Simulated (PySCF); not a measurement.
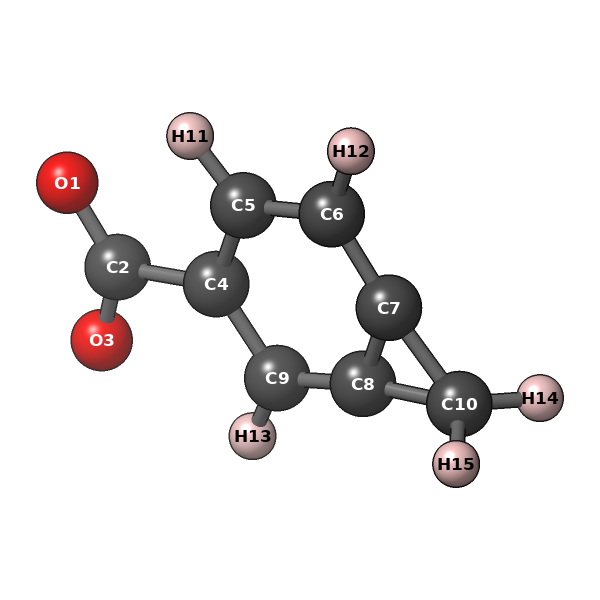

State: charge −1, singlet. Computed geometry: PBE0-D3(BJ)/def2-SVP optimisation. No frequency run is at hand to confirm it as a minimum. Method: TDDFT PBE0/def2-SVPD, vertical, gas phase, core orbitals frozen in the response (PySCF 2.14.0), and the same with a continuum solvent (IEF-PCM, Bondi radii x 1.2, gas-phase geometry).

How do HOMO–LUMO gap (eV), lowest singlet (eV) change in methanol (ε = 32.6), acetonitrile (ε = 35.7)?

```json
{"medium": "gas phase", "HOMO–LUMO gap (eV)": "5.00", "lowest singlet (eV)": "3.85"}
{"medium": "methanol", "HOMO–LUMO gap (eV)": "6.14", "lowest singlet (eV)": "4.83"}
{"medium": "acetonitrile", "HOMO–LUMO gap (eV)": "6.14", "lowest singlet (eV)": "4.83"}
```
